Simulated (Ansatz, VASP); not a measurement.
# GaP: VASP beside Ansatz, part 2 of 2

One calculation is typed for both programs; each brings its own data sets and cutoff. How far apart do they land?  The cell comes out of the VASP series on this material, whose earlier steps may have relaxed, scaled or displaced it; both programs get it as it stands.

VASP 6.6.1 and Ansatz 0.2.0.

So far: The structure; VASP: band structure, HSE06.

### 3. Ansatz: band structure, HSE06

Level of this step: Ansatz beside VASP: Kohn-Sham DFT, plane waves, HSE06 (Ansatz).

Ansatz runs on its default PAW (the set named soft_2) files.

The same cell, functional, mesh and smearing now go to Ansatz, which takes its cutoff from its data sets.

Input file input.yaml:

```yaml
crystal:
  lattice:
    - [0.0, 2.7146945537, 2.7146945537]
    - [2.7146945537, 0.0, 2.7146945537]
    - [2.7146945537, 2.7146945537, 0.0]
  atoms:
    - { symbol: Ga, position: [0.0, 0.0, 0.0] }
    - { symbol: P, position: [0.25, 0.25, 0.25] }
hamiltonian:
  xc: { exchange: pbe, correlation: pbe, exx: { coeff: 0.25, omega: 0.2 } }
  pseudopotentials: { kind: paw }
kpoints:
  mp_grid: { grid: [5, 5, 5] }
  band_path:
    path:
      - [0.0, 0.0, 0.0]
      - [0.4, 0.0, 0.4]
      - [0.5, 0.0, 0.5]
      - [0.5, 0.2, 0.7]
      - [0.4, 0.35, 0.75]
      - [0.15, 0.15, 0.3]
      - [0.2, 0.2, 0.2]
      - [0.55, 0.4, 0.55]
      - [0.6, 0.25, 0.65]
      - [0.5, 0.25, 0.75]
      - [0.5, 0.5, 0.5]
      - [0.375, 0.375, 0.75]
      - [0.5, 0.0, 0.5]
    npoints: 1
scf:
  occupations: { method: gaussian, width: 0.05 }
  n_extra_bands: 7
output:
  forces: true
  stress: true
  eigenvalues: true
  write_density: true
  write_potential: true
  elf: true
  volumetric_format: npy
```

The run is started by

```sh
> ansatz run input.yaml --threads 4 --pin off --max-ram 9216MiB --backend cpu --events-out ev --progress --plain --runs-dir out
```

Numbers of over 12 decimals in the logs are rounded to 6 here.

What it wrote:

```text
Warning: output.stress: scf.convergence.dr2_threshold = 1e-7 eV (the SCF's general default) is looser than the 2e-10 eV advised for a printed stress (1e-10 eV for each atom of the cell: 2). What an SCF threshold leaves in a stress goes as its square root, and in the free energy as the threshold itself, and one threshold admits the most on a small cell: [figures from the program's tests cut] Set scf.convergence.dr2_threshold to 2e-10 eV or tighter. The threshold is an SCF's pass mark: one that does not reach it within its budget of iterations ends unconverged, or closes short of it on a stop that the run arms, and scf.convergence.dr2_threshold's page says what that costs each kind of run
Warning: output.stress: scf.exx.energy_threshold = 1e-6 eV is looser than the 2e-8 eV advised for a stress under a hybrid functional (1e-8 eV for each atom of the cell: 2). Every SCF of the exchange loop can meet its threshold on dr2 while the loop round them stops early: no threshold on dr2 bounds what that leaves in the stress. Set scf.exx.energy_threshold to 2e-8 eV or tighter. The threshold is the loop's pass mark: a loop that does not reach it within its budget of cycles ends unconverged, and scf.exx.energy_threshold's page has the law
scf.n_extra_bands = 7 over 9 filled bands (N_el = 18.0): the run solves 16 bands
Engine: ansatz 0.2.0, aarch64-unknown-linux-gnu
Pseudopotentials: kind: paw
Pseudopotential: Ga, paw, valence charge 13, recommended cutoff 420 eV (normal), Ga.paw.azcp
Pseudopotential: P, paw, valence charge 5, recommended cutoff 420 eV (normal), P.paw.azcp
Functional definition: unnamed
  parameter a_1 = 0.25
  parameter omega_1 = 0.2/angstrom
  exchange = pbe_x + (-a_1)*pbe_x_sr(omega_1) + a_1*exact_x_sr(omega_1)
  correlation = pbe_c
Crystal: 2 atoms, lattice volume = 40.012 Å³
Basis set: ecut = 420 eV, 749 PW (Γ), exchange–correlation on 54×54×54 points (8 copies of the dense FFT grid, shifted against one another)
Bands: 16, of which v1, the nominal top of the filled ones, is band 9 counted from 1 (8 counted from 0)
Symmetry: 24 space group operations
Space group: F-43m (ITA 216), of the structure as read, at distance tolerance 3.4e-5 Å
k-points: 10 of 125 (time reversal used)
Non-local potential: Ga, projectors of the file, l = 0: 2, l = 1: 2, l = 2: 3, l = 3: 1
Non-local potential: P, projectors of the file, l = 0: 2, l = 1: 2, l = 2: 2
PAW form: soft (Blöchl's): semilocal exchange-correlation on the pseudo side does not see the compensation charge
PAW frozen core: Ga, regenerated for the run's functional, and the local potential with it (the file was generated under x = pbe(κ = 0.804, μ = 0.219515), c = pbe(β = 0.066725))
PAW frozen core: P, regenerated for the run's functional, and the local potential with it (the file was generated under x = pbe(κ = 0.804, μ = 0.219515), c = pbe(β = 0.066725))
PAW one-centre angular grid: Ga, 590 points (default); XC on 64 Gauss nodes
PAW one-centre angular grid: P, 110 points (default); XC on 64 Gauss nodes
Initial density: superposition of atomic densities (neutral atoms: chi_scale 0, normalization atom), corrected by the library's trained network
Initial wavefunctions: pseudopotential atomic-orbital guess
Functional: x = pbe(κ = 0.804, μ = 0.219515), c = pbe(β = 0.066725), warm-up for x = pbe(κ = 0.804, μ = 0.219515) + 0.25 (exact − pbe) at short range (hse, ω = 0.2 Å⁻¹), c = pbe(β = 0.066725)
SCF iter   1: F=—  HF=-4539.493528 eV  |F-HF|=—  |Δ(HF+E_count)|=         —  Δρ=9.31e-4  dr2=4.73e-4  ethr=1.77e-3  ⟨swp⟩=10.7  Hψ=768  notcnv=0
preconditioner: auto → none  [insulator: Δε(μ)=1.564 eV  Ē_g=18.070 eV  σ=0.050 eV  W_gap=1.00  n_scr=14 (ndim 8)  ℏωp=24.9 eV  f_vac=0.011  D(μ)=0.00/eV (n_scr^D=0)]
SCF iter   2: F=-4539.493626 eV  HF=-4539.493616 eV  |F-HF|=1.03e-5  |Δ(HF+E_count)|=   8.80e-5  Δρ=3.72e-4  dr2=5.65e-5  ethr=2.63e-6  ⟨swp⟩=4.5  Hψ=444  notcnv=0  defer=2
SCF 1 stopped early in 2 iterations: F = -4539.493626 eV  dr2 = 5.65e-5
  greatest PAW one-centre occupation: 0.994 electrons in one spin orbital (limit 2), on the Ga atom at site 0 (counted from 0), in its partial waves of l = 2
Initial density: handed on by an earlier stage of this run
Initial wavefunctions: those handed on with the density
Functional: x = pbe(κ = 0.804, μ = 0.219515) + 0.25 (exact − pbe) at short range (hse, ω = 0.2 Å⁻¹), c = pbe(β = 0.066725)
Exchange kernel: α = 0.2500, screened, ω = 0.2000 Å⁻¹, Wigner–Seitz truncation, v(0) = 1124.1208 eV·Å³, q-mesh 5×5×5, nearest image of the exchange supercell L = 19.20 Å, pair-density grid 15×15×15, without the augmentation charges, whose exchange is taken in its separable form by FFT convolution over the k-point mesh (sized by the pseudopotential files, 24×24×24 at the most), smooth part of the exact exchange by density-matrix convolution
Frozen-core exchange: fock
SCF iter   1: F=—  HF=-4540.580425 eV  |F-HF|=—  |Δ(HF+E_count)|=         —  Δρ=1.31e-2  dr2=2.72e-2  ethr=3.14e-6  ⟨swp⟩=6.0  Hψ=751  notcnv=0
preconditioner: auto → none  [insulator: Δε(μ)=2.250 eV  Ē_g=21.002 eV  σ=0.050 eV  W_gap=1.00  n_scr=14 (ndim 8)  ℏωp=24.9 eV  f_vac=0.010  D(μ)=0.00/eV (n_scr^D=0)]
SCF iter   2: F=—  HF=-4540.566936 eV  |F-HF|=—  |Δ(HF+E_count)|=   1.35e-2  Δρ=2.58e-3  dr2=2.41e-3  ethr=3.14e-6  ⟨swp⟩=4.0  Hψ=489  notcnv=0
SCF iter   3: F=—  HF=-4540.573019 eV  |F-HF|=—  |Δ(HF+E_count)|=   6.08e-3  Δρ=3.19e-3  dr2=1.47e-3  ethr=3.14e-6  ⟨swp⟩=4.0  Hψ=429  notcnv=0
SCF iter   4: F=—  HF=-4540.572867 eV  |F-HF|=—  |Δ(HF+E_count)|=   1.52e-4  Δρ=1.16e-3  dr2=2.70e-4  ethr=3.14e-6  ⟨swp⟩=3.0  Hψ=301  notcnv=0
iter 5 solved again at ethr=2.18e-8 eV; its pass at ethr=9.63e-7 eV (dr2=3.92e-6 eV) is discarded
SCF iter   5: F=—  HF=-4540.572875 eV  |F-HF|=—  |Δ(HF+E_count)|=   7.92e-6  Δρ=1.04e-4  dr2=1.28e-5  ethr=2.18e-8  ⟨swp⟩=3.6  Hψ=603  notcnv=0  defer=2
SCF iter   6: F=—  HF=-4540.573035 eV  |F-HF|=—  |Δ(HF+E_count)|=   1.60e-4  Δρ=2.06e-4  dr2=7.66e-6  ethr=2.06e-8  ⟨swp⟩=4.0  Hψ=444  notcnv=0
SCF iter   7: F=-4540.573028 eV  HF=-4540.573028 eV  |F-HF|=1.99e-8  |Δ(HF+E_count)|=   7.04e-6  Δρ=9.76e-6  dr2=7.76e-8  ethr=2.06e-8  ⟨swp⟩=4.0  Hψ=383  notcnv=0
SCF 2 converged in 7 iterations: F = -4540.573028 eV  dr2 = 7.76e-8
hybrid outer 1: dexx = +7.380e-3 eV, tail = 2.08e-5 eV
Exchange kernel: α = 0.2500, screened, ω = 0.2000 Å⁻¹, Wigner–Seitz truncation, v(0) = 1124.1208 eV·Å³, q-mesh 5×5×5, nearest image of the exchange supercell L = 19.20 Å, pair-density grid 15×15×15, without the augmentation charges, whose exchange is taken in its separable form by FFT convolution over the k-point mesh (sized by the pseudopotential files, 24×24×24 at the most), smooth part of the exact exchange by density-matrix convolution
Frozen-core exchange: fock
SCF iter   1: F=—  HF=-4540.572891 eV  |F-HF|=—  |Δ(HF+E_count)|=         —  Δρ=5.32e-5  dr2=1.53e-6  ethr=5.77e-7  ⟨swp⟩=4.1  Hψ=383  notcnv=0
preconditioner: auto → none  [insulator: Δε(μ)=2.284 eV  Ē_g=20.813 eV  σ=0.050 eV  W_gap=1.00  n_scr=14 (ndim 8)  ℏωp=24.9 eV  f_vac=0.009  D(μ)=0.00/eV (n_scr^D=0)]
SCF iter   2: F=—  HF=-4540.572891 eV  |F-HF|=—  |Δ(HF+E_count)|=   2.72e-7  Δρ=1.65e-5  dr2=1.40e-7  ethr=8.14e-9  ⟨swp⟩=3.7  Hψ=326  notcnv=0
SCF iter   3: F=—  HF=-4540.572891 eV  |F-HF|=—  |Δ(HF+E_count)|=   4.45e-7  Δρ=9.81e-6  dr2=4.44e-8  ethr=3.46e-10  ⟨swp⟩=3.9  Hψ=374  notcnv=0
SCF iter   4: F=-4540.572891 eV  HF=-4540.572891 eV  |F-HF|=3.92e-9  |Δ(HF+E_count)|=   1.12e-8  Δρ=8.12e-7  dr2=1.37e-9  ethr=2.13e-10  ⟨swp⟩=3.0  Hψ=284  notcnv=0
SCF 3 converged in 4 iterations: F = -4540.572891 eV  dr2 = 1.37e-9
  Residual-converged pass: ⟨swp⟩=3.0  Hψ=314  notcnv=0  max |occ|·‖R‖ = 2.3e-6 eV (tolerance 2.4e-6 eV)  dr2=1.35e-9  dr2_onsite=5.47e-9  max |Δocc| = 3.5e-235
hybrid outer 2: dexx = +4.721e-7 eV, tail = 2.42e-8 eV, Δε = 2.59e-3 eV (about 1.01e-4 eV left of the loop's levels)
NSCF: frozen V_eff on 13 k-points
hybrid SCF converged: 2 outer / 11 inner (+2 warm-up), last move |dexx| = 4.72e-7 eV, tail = 2.42e-8 eV
Stability not checked: this state was not tested for a lower state beside it, because the functional holds exact exchange (a hybrid, or Hartree-Fock), whose exchange loop this test does not read (fock_operator; see scf.lower_state_search)
Free energy (F): -4540.572891 eV
Frozen-core exchange: fock
Harris-Foulkes:  -4540.572891 eV  (|F-HF|=3.92e-9)
Internal energy: -4540.572891 eV  (E = F + TS)
E sigma→0 (E₀):  -4540.572891 eV
Fermi energy:    7.934610 eV
--- Per-component energies (eV) ---
  E_band       = -93.661750
  E_kinetic    = 185.848733
  E_local      = -2196.370942  (includes V_loc(G=0)·N_el)
  E_nonlocal   = 460.034128
  E_hartree    = 1019.767771
  E_xc         = -105.649582
  E_vxc        = -95.924594  (∫ρ·V_xc dr)
  E_exx        = -56.601370  (= α·E_x^exact, valence–valence)
  E_paw        = -2529.890238  (= ΣΔE_a)
  E_vpaw       = -373.581221  (= ΣTr[D̂ρ^β])
  E_aug_tail   = -0.000109  (compensation charges beyond the density's cutoff)
  E_ewald      = -1317.748853
  E_core_change = 0.037573  (= ΣΔE_core)
  E_smearing   = -0.000000  (= −TS)
  E_closure    = -0.000003  (closes the sum)
  Σ components = -4540.572891   (vs F -4540.572891, Δ=0.00e0)
--- Forces (eV/Å), atoms counted from 1 ---
  atom   1  Ga     0.00000000    -0.00000000    -0.00000000
  atom   2  P     -0.00000000     0.00000000    -0.00000000
  max |Σ_I F_I| component: 5.55e-17 eV/Å
--- Stress (GPa, compression-positive) ---
        1.899072      -0.000000      -0.000000
        0.000000       1.899072       0.000000
       -0.000000       0.000000       1.899072
  P = ⅓ Tr σ = 1.8991 GPa (18.991 kbar)
--- Band table (eV; the first three rows and the last of 10) ---
  k-point 0: bands = [... 5 lower, -7.0824, 6.7929, 6.7929, 6.7929, 9.7295, 11.5812, 11.5812, 11.5812, ... 3 higher]
  k-point 1: bands = [... 5 lower, -6.5306, 3.5907, 6.2625, 6.2625, 10.0950, 12.3338, 12.3338, 13.4184, ... 3 higher]
  k-point 2: bands = [... 5 lower, -5.1867, 0.1309, 5.6480, 5.6480, 9.4597, 12.4868, 12.4868, 16.0301, ... 3 higher]
  k-point 9: bands = [... 5 lower, -4.1358, 0.0037, 2.7853, 3.8488, 11.7292, 12.3238, 13.1284, 16.5364, ... 3 higher]
```

The job ended after 21 s (4 threads of Arm Neoverse V1, shared host; peak memory 0.76 GiB; 76 s of CPU time).

### 4. Side by side

Known differences besides the PAW data sets themselves: exact exchange at q = 0 is treated differently, which shows on coarse meshes; VASP keeps PBE cores, Ansatz makes them for the functional; the cutoff is 420 eV in Ansatz and 400 eV in VASP; VASP takes a coarser grid for exact exchange (PRECFOCK = Fast). Total energies have different zeros and are not compared.

The two programs side by side:

```tsv
quantity	Ansatz	VASP	difference
gap over the path points (eV)	2.284	2.286	-0.002
```

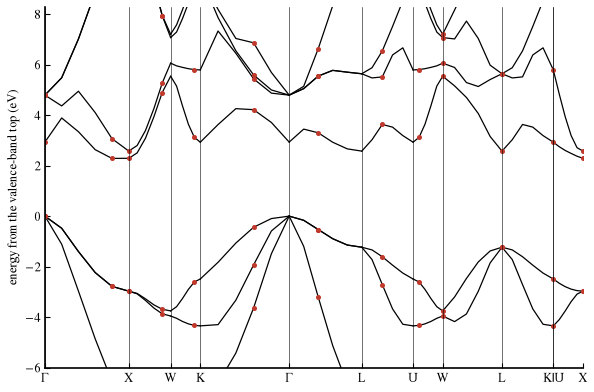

Bands from VASP (lines) and levels from Ansatz (dots). Dots without a line are higher empty bands that the VASP plot leaves out.

Levels at points of the path, from each program's valence-band top (eV; 3 filled, then empty):

```tsv
k (reciprocal lattice)	Ansatz	VASP
0.000 0.000 0.000	0.00 0.00 0.00 2.94 4.79 4.79	0.00 0.00 0.00 2.93 4.79 4.79
0.400 0.000 0.400	-6.55 -2.78 -2.78 2.28 3.07 10.78	-6.54 -2.78 -2.78 2.29 3.07 10.80
0.500 0.000 0.500	-7.40 -2.97 -2.97 2.29 2.58 12.16	-7.39 -2.97 -2.97 2.29 2.58 12.18
0.500 0.200 0.700	-7.17 -3.87 -3.69 4.89 5.27 7.92	-7.17 -3.87 -3.69 4.90 5.28 7.93
0.400 0.350 0.750	-7.15 -4.33 -2.61 3.12 5.80 9.04	-7.14 -4.33 -2.61 3.12 5.80 9.06
0.150 0.150 0.300	-3.63 -1.93 -0.44 4.22 5.43 5.59	-3.63 -1.93 -0.44 4.22 5.44 5.59
0.200 0.200 0.200	-3.20 -0.53 -0.53 3.30 5.54 5.54	-3.20 -0.53 -0.53 3.30 5.55 5.55
0.550 0.400 0.550	-7.16 -2.71 -1.61 3.63 5.51 6.53	-7.15 -2.71 -1.61 3.63 5.51 6.54
0.600 0.250 0.650	-7.15 -4.33 -2.61 3.12 5.80 9.04	-7.14 -4.33 -2.61 3.12 5.80 9.06
0.500 0.250 0.750	-7.14 -3.96 -3.76 5.53 6.06 7.06	-7.14 -3.96 -3.75 5.54 6.06 7.07
```

Among the levels compared (up to four filled and three empty ones at each point), filled levels agree within 4 meV and empty ones within 22 meV.

### 5. Results

```json
{
  "difference in gap over the path points (band structure, HSE06)": "-0.0019 eV"
}
```

The difference in gap over the path points is -0.0019 eV (band structure, HSE06), within the 0.08 eV picked in this series as the mark of a large difference. Differences of this kind measure data sets and numerical settings, not the functional's error against experiment.

[Lines on the potential files, build, host, timing and source positions are cut from VASP's logs without a mark.]

[Logs are printed without paths, hosts, clocks, repeated set-up lines and the standing remarks that a program may print on its own settings, such as how far it seeks lower states.]

[Hosts, paths, dates, database ids (printed as entryN), source tags and the programs' standing remarks are cut or masked in the printed files.]
